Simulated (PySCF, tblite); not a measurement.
**C2H10BNSi2: geometry, infrared bands and NMR shifts**

What infrared bands and NMR shifts should C2H10BNSi2 (`BN1[SiH2]CC[SiH2]1`) show?

Programs: tblite 0.8.0 and PySCF 2.14.0, with density-fitted response routines of our own. Each step states its level of theory. These are calculated values for one molecule in the gas phase, unless marked as measured. Atoms count from 0, in the outputs and in this text.

## Step 1: Starting geometry

16 atoms, charge 0, multiplicity 1; geometry from: force field or distance geometry start.

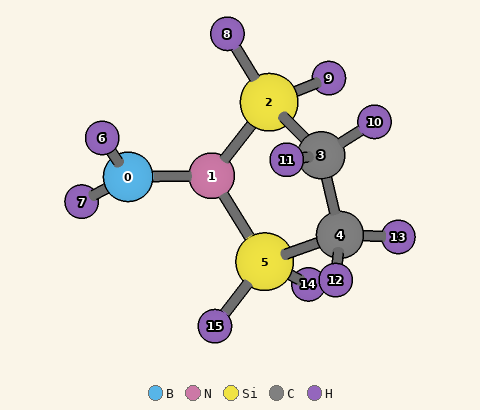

The starting geometry (boron blue, nitrogen pink, silicon yellow, carbon grey, hydrogen purple), atoms numbered.

## Step 2: Geometry optimisation with GFN2-xTB

The job: settings as JSON, then the geometry in Å.

```
{"job": {"kind": "relax", "xc": "GFN2-xTB", "basis": "xTB"}, "charge": 0, "multiplicity": 1}
B      2.300700     0.445800     0.382400
N      1.182700     0.155400    -0.597100
Si     0.353700    -1.382400    -0.329000
C     -1.171900    -0.863200     0.593600
C     -1.638700     0.447500     0.065700
Si    -0.130700     1.341200    -0.611500
H      2.562200    -0.203600     1.329900
H      3.190600     1.132400    -0.019200
H      1.142300    -2.410300     0.317900
H     -0.108200    -1.901400    -1.636900
H     -1.961300    -1.665600     0.522600
H     -1.002700    -0.765600     1.703800
H     -2.062800     1.121500     0.855200
H     -2.369900     0.312400    -0.777600
H     -0.468700     1.692900    -2.010600
H      0.175100     2.551900     0.199300
```

Run with:

```console
$ OMP_NUM_THREADS=1 python probes_run.py task.json out
```

The driver reads the jobs from task.json and runs them one after another.

Standard output:

```text
step      E/eV     max force
  0    -463.17483    2.785
  1    -463.46698    1.659
  2    -463.58787    1.132
  3    -463.68151    0.832
  4    -463.75143    0.482
  5    -463.77712    0.522
  6    -463.80877    0.545
  7    -463.84119    0.545
  8    -463.87802    0.543
  9    -463.91392    0.600
 10    -463.95182    0.602
 11    -463.98333    0.463
 12    -464.00366    0.326
 13    -464.02035    0.311
 14    -464.03955    0.355
 15    -464.06031    0.360
 16    -464.08220    0.361
 17    -464.10614    0.457
 18    -464.13277    0.422
 19    -464.15579    0.434
 20    -464.17125    0.336
 21    -464.18303    0.229
 22    -464.19388    0.382
 23    -464.20469    0.455
 24    -464.21664    0.379
 25    -464.22717    0.140
 26    -464.22995    0.137
 27    -464.23371    0.133
 28    -464.23572    0.113
 29    -464.23792    0.084
 30    -464.23965    0.117
 31    -464.24162    0.131
 32    -464.24400    0.165
 33    -464.24711    0.158
 34    -464.25046    0.122
 35    -464.25329    0.162
 36    -464.25524    0.093
 37    -464.25714    0.126
 38    -464.25925    0.098
 39    -464.26133    0.117
 40    -464.26312    0.118
 41    -464.26564    0.119
 42    -464.26863    0.137
 43    -464.27192    0.126
 44    -464.27454    0.137
 45    -464.27639    0.115
 46    -464.27820    0.103
 47    -464.28065    0.132
 48    -464.28383    0.132
 49    -464.28730    0.166
 50    -464.29069    0.172
 51    -464.29425    0.177
 52    -464.29837    0.180
 53    -464.30330    0.195
 54    -464.30869    0.236
 55    -464.31384    0.230
 56    -464.31859    0.181
 57    -464.32287    0.174
 58    -464.32518    0.279
 59    -464.32992    0.167
 60    -464.33357    0.128
 61    -464.33869    0.134
 62    -464.34128    0.109
 63    -464.34431    0.118
 64    -464.34716    0.133
 65    -464.34913    0.139
 66    -464.35096    0.110
 67    -464.35215    0.117
 68    -464.35306    0.071
 69    -464.35385    0.070
 70    -464.35474    0.068
 71    -464.35525    0.060
 72    -464.35585    0.052
 73    -464.35650    0.060
 74    -464.35721    0.072
 75    -464.35778    0.064
 76    -464.35823    0.048
 77    -464.35861    0.038
 78    -464.35890    0.035
 79    -464.35909    0.033
 80    -464.35923    0.026
 81    -464.35937    0.031
 82    -464.35950    0.026
 83    -464.35960    0.021
 84    -464.35967    0.021
 85    -464.35974    0.027
 86    -464.35984    0.032
 87    -464.35998    0.036
 88    -464.36015    0.036
 89    -464.36033    0.033
 90    -464.36051    0.032
 91    -464.36070    0.033
 92    -464.36091    0.038
 93    -464.36112    0.041
 94    -464.36134    0.038
 95    -464.36156    0.035
 96    -464.36180    0.038
 97    -464.36202    0.036
 98    -464.36219    0.022
 99    -464.36228    0.022
100    -464.36233    0.018
101    -464.36236    0.014
102    -464.36239    0.011
103    -464.36241    0.011
104    -464.36243    0.009
```

Wall time 0.7 s (1 thread of Arm Neoverse V1, shared host); peak memory 0.18 GiB.

Relaxation path: (not every step is listed)

| step | energy from step 0 (eV) | largest force (eV/Å) |
| --- | --- | --- |
| 0 | 0.0000 | 2.7854 |
| 1 | -0.2921 | 1.6587 |
| 2 | -0.4130 | 1.1319 |
| 3 | -0.5067 | 0.8315 |
| 4 | -0.5766 | 0.4816 |
| 5 | -0.6023 | 0.5216 |
| 6 | -0.6339 | 0.5446 |
| 7 | -0.6664 | 0.5455 |
| 8 | -0.7032 | 0.5428 |
| 17 | -0.9313 | 0.4573 |
| 26 | -1.0551 | 0.1370 |
| 35 | -1.0785 | 0.1622 |
| 44 | -1.0997 | 0.1375 |
| 53 | -1.1285 | 0.1952 |
| 62 | -1.1664 | 0.1093 |
| 71 | -1.1804 | 0.0597 |
| 80 | -1.1844 | 0.0256 |
| 89 | -1.1855 | 0.0328 |
| 98 | -1.1874 | 0.0222 |
| 99 | -1.1875 | 0.0224 |
| 100 | -1.1875 | 0.0180 |
| 101 | -1.1875 | 0.0139 |
| 102 | -1.1876 | 0.0114 |
| 103 | -1.1876 | 0.0110 |
| 104 | -1.1876 | 0.0094 |

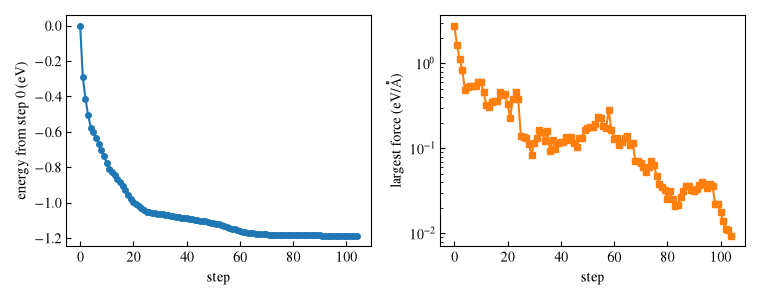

Energy and largest force along the relaxation.

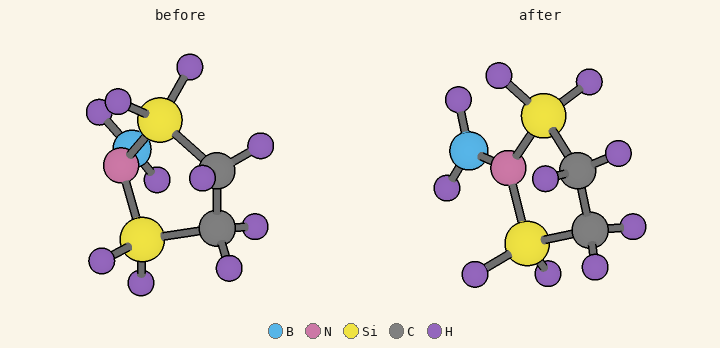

Before and after, at one scale.

Distances of close pairs at the start and the end, largest changes first:

| bond | before (Å) | after (Å) | change (Å) |
| --- | --- | --- | --- |
| B0–N1 | 1.514 | 1.401 | -0.113 |
| Si2–C3 | 1.857 | 1.902 | +0.045 |
| C3–C4 | 1.488 | 1.533 | +0.045 |
| C3–H10 | 1.128 | 1.090 | -0.038 |
| C3–H11 | 1.127 | 1.092 | -0.036 |
| C4–H13 | 1.124 | 1.092 | -0.033 |
| C4–H12 | 1.121 | 1.090 | -0.031 |
| C4–Si5 | 1.879 | 1.902 | +0.023 |

The end geometry stands in the next job.

## Step 3: Infrared spectrum with GFN2-xTB

The job: settings as JSON, then the geometry in Å.

```
{"job": {"kind": "ir", "xc": "GFN2-xTB", "basis": "xTB"}, "charge": 0, "multiplicity": 1}
B      2.441749     0.340122    -0.329092
N      1.066154     0.147489    -0.145251
Si     0.345220    -1.432519     0.138467
C     -1.418769    -0.874282     0.577270
C     -1.700720     0.442796    -0.154194
Si    -0.098110     1.466624    -0.175961
H      3.161016    -0.585339    -0.296139
H      2.850261     1.423485    -0.514555
H      1.018327    -2.114265     1.246145
H      0.401342    -2.224645    -1.096637
H     -2.171356    -1.624919     0.335805
H     -1.487452    -0.705799     1.653504
H     -2.535422     0.973045     0.304410
H     -2.003182     0.224769    -1.180065
H      0.054385     2.256791    -1.399702
H      0.068959     2.295592     1.024585
```

Standard output:

```text
mode    cm-1     km/mol
  1      65.9      1.11
  2     153.4      0.14
  3     248.5      0.86
  4     266.6      2.53
  5     314.1      0.46
  6     338.1      0.01
  7     377.9      9.54
  8     478.9      0.53
  9     509.4    109.75
 10     551.6      2.33
 11     563.4     54.00
 12     574.6      1.02
 13     646.8    144.54
 14     674.5     64.42
 15     691.6     83.92
 16     762.0    154.09
 17     769.2    208.38
 18     783.7    326.67
 19     794.6    198.98
 20     808.1     77.05
 21     827.9     62.05
 22     855.9    161.91
 23    1016.6    237.50
 24    1051.7      5.00
 25    1060.0     32.98
 26    1138.2      0.41
 27    1167.9      0.18
 28    1270.7      1.11
 29    1284.7      4.34
 30    1334.1    417.85
 31    1485.5      0.33
 32    1498.9      2.90
 33    2210.8      5.10
 34    2218.2    764.31
 35    2249.2     66.91
 36    2250.9    497.30
 37    2597.9    184.60
 38    2618.8    216.82
 39    2960.3     13.53
 40    2972.8     94.27
 41    2984.4     36.54
 42    2994.1     39.10
```

Run time: 0.52 s. Hardware: 1 thread of Arm Neoverse V1, shared host; peak memory 0.18 GiB.

Which atoms move in the most intense modes:

| cm⁻¹ | km/mol | atoms |
| --- | --- | --- |
| 769 | 208.4 | H15 17 %, H9 16 %, H14 15 %, H8 15 % |
| 784 | 326.7 | H8 17 %, H14 16 %, H9 16 %, H15 16 % |
| 795 | 199.0 | C3 13 %, C4 13 %, H14 12 %, H8 11 % |
| 1017 | 237.5 | N1 45 %, H6 18 %, H7 18 %, B0 12 % |
| 1334 | 417.9 | B0 48 %, N1 39 % |
| 2218 | 764.3 | H9 53 %, H15 40 % |
| 2251 | 497.3 | H8 71 %, H14 23 % |
| 2619 | 216.8 | H6 45 %, H7 44 %, B0 12 % |

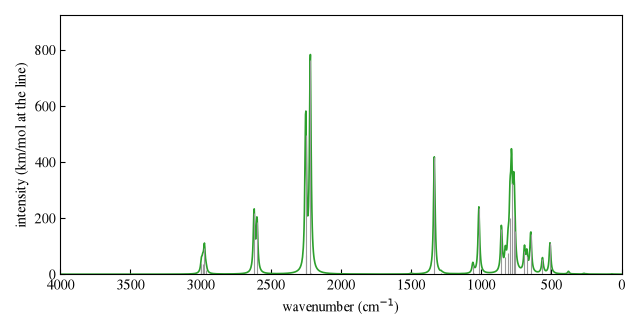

The infrared spectrum from these modes, unscaled. Lines are broadened to a width of 14 cm⁻¹ (Lorentzian).

## Step 4: Shielding tensors: PBE0/pcSseg-1

The job, as its differences from that of step 3:

```diff
@@ -1,2 +1,2 @@
-{"job": {"kind": "ir", "xc": "GFN2-xTB", "basis": "xTB"}, "charge": 0, "multiplicity": 1}
+{"job": {"kind": "nmr", "xc": "PBE0", "basis": "pcSseg-1"}, "charge": 0, "multiplicity": 1}
 B      2.441749     0.340122    -0.329092
```

Level: GIAO PBE0/pcSseg-1 NMR shielding, non-relativistic, gas phase.

Standard output:

```text
coarse grid: 13768 points
cycle   1  E = -740.3097006431  dE =  4.429e-01  |g| = 5.015e-01  |ddm| = 3.542e+00
cycle   2  E = -740.2585742559  dE =  5.113e-02  |g| = 6.882e-01  |ddm| = 9.592e-01
cycle   3  E = -740.3681536001  dE = -1.096e-01  |g| = 9.246e-02  |ddm| = 6.094e-01
cycle   4  E = -740.3699819913  dE = -1.828e-03  |g| = 2.951e-02  |ddm| = 9.318e-02
cycle   5  E = -740.3701773999  dE = -1.954e-04  |g| = 9.125e-03  |ddm| = 2.992e-02
cycle   6  E = -740.3701980626  dE = -2.066e-05  |g| = 1.783e-03  |ddm| = 1.040e-02
cycle   7  E = -740.3701989113  dE = -8.487e-07  |g| = 1.559e-04  |ddm| = 1.894e-03
final grid: 122192 points
cycle   8  E = -740.4017751562  dE = -2.623e-05  |g| = 7.612e-03  |ddm| = 2.205e-02
cycle   9  E = -740.4017613992  dE =  1.376e-05  |g| = 1.086e-02  |ddm| = 1.568e-02
cycle  10  E = -740.4017892210  dE = -2.782e-05  |g| = 1.145e-03  |ddm| = 9.064e-03
cycle  11  E = -740.4017895152  dE = -2.942e-07  |g| = 2.835e-04  |ddm| = 9.430e-04
cycle  12  E = -740.4017895322  dE = -1.706e-08  |g| = 7.681e-05  |ddm| = 2.879e-04
cycle  13  E = -740.4017895338  dE = -1.553e-09  |g| = 1.675e-05  |ddm| = 9.175e-05
cycle  14  E = -740.4017895338  dE = -6.594e-11  |g| = 2.876e-06  |ddm| = 2.066e-05
converged SCF energy = -740.4017895338

GIAO shielding tensors (ppm)
atom      isotropic    diamagn.    paramagn.     s11        s22        s33       span
  0 B       52.061     193.834    -141.773     14.596     21.861    119.726    105.129
  1 N      145.092     330.643    -185.551      8.037    162.316    264.924    256.887
  2 Si     361.523     880.396    -518.873    302.283    360.791    421.495    119.212
  3 C      177.097     253.335     -76.239    161.815    177.084    192.392     30.577
  4 C      177.128     253.330     -76.202    161.816    177.089    192.479     30.663
  5 Si     361.454     880.393    -518.938    302.300    360.425    421.638    119.338
  6 H       26.003      29.755      -3.752     23.367     25.458     29.183      5.817
  7 H       26.002      29.756      -3.754     23.362     25.456     29.188      5.826
  8 H       26.605      29.559      -2.955     23.322     24.491     32.001      8.680
  9 H       26.710      29.715      -3.006     23.248     24.593     32.287      9.039
 10 H       30.438      30.109       0.329     25.262     27.825     38.226     12.963
 11 H       30.458      31.501      -1.043     25.666     28.163     37.545     11.879
 12 H       30.433      30.107       0.326     25.253     27.825     38.221     12.968
 13 H       30.457      31.493      -1.036     25.671     28.152     37.548     11.877
 14 H       26.605      29.566      -2.961     23.323     24.491     32.000      8.677
 15 H       26.705      29.713      -3.008     23.243     24.593     32.278      9.035
```

Run time: 27 s. Hardware: 1 thread of Arm Neoverse V1, shared host; peak memory 0.71 GiB.

Shifts follow as δ = σ(reference) − σ, with reference shieldings (ppm) from runs at the same level and on the same kind of geometry: 1H TMS 31.72, 13C TMS 186.9, 29Si TMS 349.2, 15N NH3 267.7, 11B BF3·OEt2 100.1. The references are single molecules in the gas phase, so shifts against H2O, NH3, PH3, H3PO4 or CFCl3 are not on the usual liquid scales and can be off by tens of ppm. Atoms listed in one row are averaged.

| atoms | environment | σ (ppm) | δ (ppm) | δ scaled to CDCl3 |
| --- | --- | --- | --- | --- |
| C3, C4 | sp3 CH2 bonded to Si | 177.1 | 9.8 | 7.7 |
| H6, H7 | hydrogen on a boron bonded to N | 26.00 | 5.71 | – |
| H8, H9, H14, H15 | hydrogen on a silicon bonded to C, N, in a 5-membered ring | 26.66 | 5.06 | – |
| H10, H11, H12, H13 | hydrogen on an sp3 CH2 bonded to Si | 30.45 | 1.27 | 1.30 |
| B0 | boron bonded to N, 2 H | 52.1 | 48.0 | – |
| N1 | nitrogen bonded to B, 2 Si, in a 5-membered ring | 145.1 | 122.6 | – |
| Si2, Si5 | silicon bonded to C, N, 2 H, in a 5-membered ring | 361.5 | -12.3 | – |

The scaled column applies a straight-line fit of computed shieldings to shifts measured in CDCl3 (root-mean-square error 0.16 ppm for H, 1.9 ppm for C).

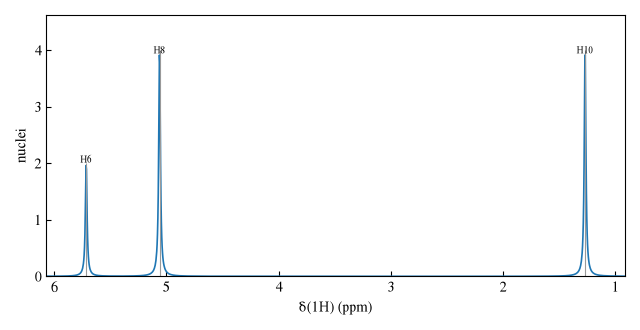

1H lines at the computed shifts, without couplings. Lines are broadened to a width of 0.02 ppm (Lorentzian).

The run also stored atomic charges by several schemes (e):

| atoms | Mulliken | IAO | Hirshfeld | ESP fit |
| --- | --- | --- | --- | --- |
| B0 | 0.21 | 0.00 | 0.11 | 0.12 |
| N1 | -0.91 | -0.75 | -0.28 | -0.26 |
| Si2, Si5 | 0.79 | 0.89 | 0.39 | 0.45 |
| C3, C4 | -0.55 | -0.54 | -0.16 | -0.24 |

ESP fit charges:

B0 0.12; N1 -0.26; Si2 0.45; C3 -0.26; C4 -0.23; Si5 0.45; H6 -0.08; H7 -0.08; H8 -0.11; H9 -0.10; H10 0.09; H11 0.08; H12 0.08; H13 0.08; H14 -0.11; H15 -0.11

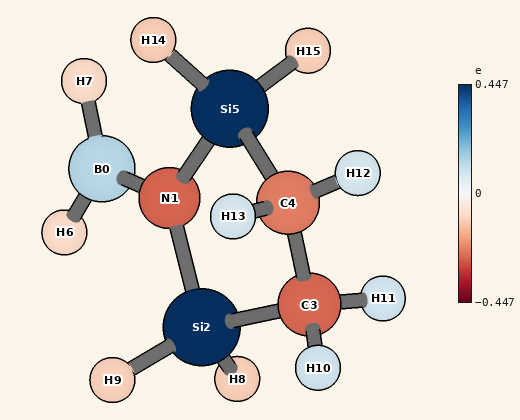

ESP fit charges, as colours on the atoms.

Mayer bond orders: B0–N1 1.27, N1–Si2 0.85, Si2–C3 0.92, C3–C4 1.02, C4–Si5 0.92, Si5–N1 0.85.

Ring of atoms N1, Si2, C3, C4, Si5: NICS(0) -3.4, NICS(1) -2.5, NICS(1)zz -0.9 ppm (means of both faces).

Orbitals, density, ELF and potential are computed afterwards from the orbital file.

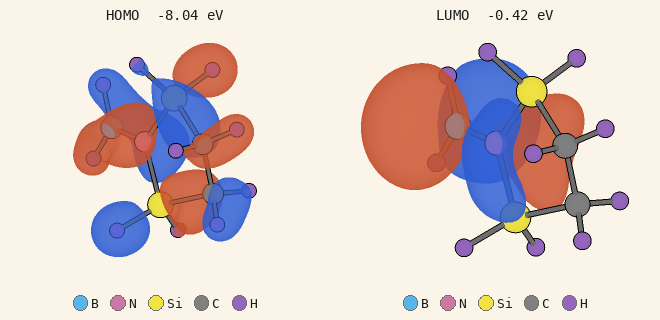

PBE0/pcSseg-1 orbitals near the gap, drawn at the value that encloses 70 % of each; the two colours are the two signs.

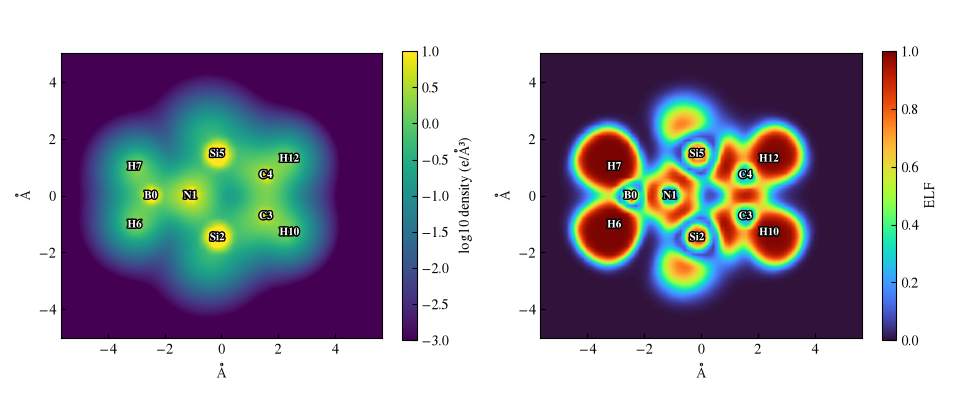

Density (left) and ELF (right) in a plane through or near 10 of the atoms.

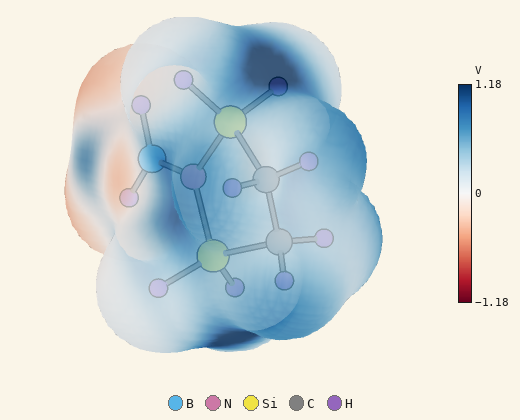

The potential that a unit positive charge feels on the 0.002 e/bohr³ surface, from -0.49 to 1.18 V.

## Step 5: Results

| quantity | value |
| --- | --- |
| strongest single infrared mode (GFN2-xTB) | 2218 cm⁻¹, 764 km/mol |
| zero-point energy (GFN2-xTB) | 72.1 kcal/mol |
| 13C shifts against TMS (PBE0/pcSseg-1, means over atoms taken as alike) | 9.8 ppm |
| 1H shifts against TMS (PBE0/pcSseg-1, means over atoms taken as alike) | 5.71, 5.06, 1.27 ppm |
| 11B shifts against BF3·OEt2 (PBE0/pcSseg-1) | 48.0 ppm |
| 15N shifts against NH3 (PBE0/pcSseg-1) | 122.6 ppm |
| 29Si shifts against TMS (PBE0/pcSseg-1, means over atoms taken as alike) | -12.3 ppm |
| surface potential, least and greatest | -0.49 V and 1.18 V |

In words: Relaxing lowered the energy by 1.188 eV in 104 steps; the close pair that moved most is B0–N1, from 1.514 to 1.401 Å. No mode is imaginary among the 42: a minimum at this level. The strongest single mode, at 2218 cm⁻¹, moves mainly H9 and H15. GFN2-xTB is a fitted tight-binding method: band positions and strengths are rough. Its intensities can rank the bands wrongly. At PBE0/pcSseg-1: Shielding is most anisotropic at N1 (span 257 ppm, paramagnetic term -186 ppm). By nearest atom (PBE0/pcSseg-1), the HOMO sits on N1 28 %; C3, C4 about 9 % each and the LUMO on B0 41 %; H6, H7 about 15 % each.
